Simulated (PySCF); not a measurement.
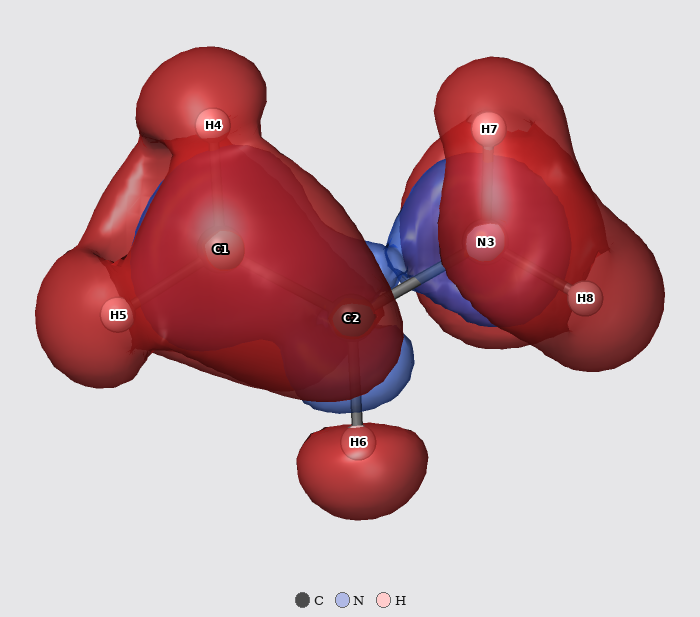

*C2H5N, SMILES `C=CN`. Fukui function f⁻ = ρ(N) − ρ(N−1) at fixed geometry, surfaces at ±0.02 e/Å³ (red positive, blue negative).*

PySCF calculation, PBE/cc-pVTZ, gas phase; geometry: GFN2-xTB. No frequency check shows the geometry to be a minimum.

The calculation's input:

```python
import numpy as np
from pyscf import gto, scf, dft
from pyscf.scf import atom_ks, atom_hf
from scipy.linalg import block_diag

def solve(mol, dm0=None, hcore=None):
    mf = (dft.UKS if mol.spin else dft.RKS)(mol, xc='pbe')
    mf.grids.level = 3
    mf = mf.density_fit(auxbasis='def2-universal-jkfit')
    mf.conv_tol, mf.max_cycle = 1e-8, 80
    if hcore is not None:
        mf.get_hcore = lambda *args: hcore
    mf.kernel(dm0)
    if not mf.converged:
        mf = mf.newton().run(mf.mo_coeff, mf.mo_occ, max_cycle=30)
    assert mf.converged, 'SCF not converged'
    return mf

mol = gto.M(atom='''
C      1.23270    -0.19621     0.01481
C      0.06848     0.43952     0.00219
N     -1.16889    -0.17240    -0.08227
H      1.28808    -1.27164     0.02603
H      2.16260     0.33920    -0.00306
H      0.02299     1.52033    -0.01577
H     -1.16218    -1.16121     0.12081
H     -1.93639     0.32023     0.34588
''', basis='cc-pvtz', charge=0, spin=0, verbose=4)
mf = solve(mol)
out = dict(e0=mf.e_tot, dm0=mf.make_rdm1(), c=mf.mo_coeff, occ=mf.mo_occ, eps=mf.mo_energy)
for name, dq, spin in [('cation', 1, 1), ('anion', -1, 1)]:
    ion = mol.copy().set(charge=mol.charge + dq, spin=spin).build()
    mi = solve(ion)
    if spin and dq > 0 and mol.nao < 130:
        c, _, stable, _ = mi.stability(return_status=True)
        if not stable:
            mi = solve(ion, mi.make_rdm1(c, mi.mo_occ))
    print(name, 'vertical energy change / eV', (mi.e_tot - mf.e_tot) * 27.211386)
    out.update({'e_' + name: mi.e_tot, 'dm_' + name: mi.make_rdm1(), 's2_' + name: mi.spin_square()[0], 'eps_' + name: mi.mo_energy, 'occ_' + name: mi.mo_occ})
# spherically averaged free atoms, for the promolecule
atm = atom_ks.get_atm_nrks(mol, xc='pbe')
pro = block_diag(*[(atm[a[0]][2] * atm[a[0]][3]) @ atm[a[0]][2].T for a in mol._atom])
np.savez('result.npz', pro=pro, **out)
```

Launched as:

```sh
OMP_NUM_THREADS=1 python input.py
```

The run took 39 s on 1 thread of Intel(R) Xeon(R) 6975P-C (Granite Rapids), with other jobs on the host, peak memory 0.57 GiB.

Partitions, critical points and surface values were worked out afterwards from this run's density.

### On which atoms does the density change most on removal of an electron?

f⁻ (Hirshfeld-condensed) is largest on C1 (0.26), N3 (0.21) and C2 (0.14); the vertical ionisation energy is 8.30 eV (the stability of the cation's solution wasn't checked). Condensed values hint at sites of electrophilic attack but needn't mark the atom that reacts. Shares this close don't rank the sites. Orbital relaxation makes it negative in places (0.16 e in all).
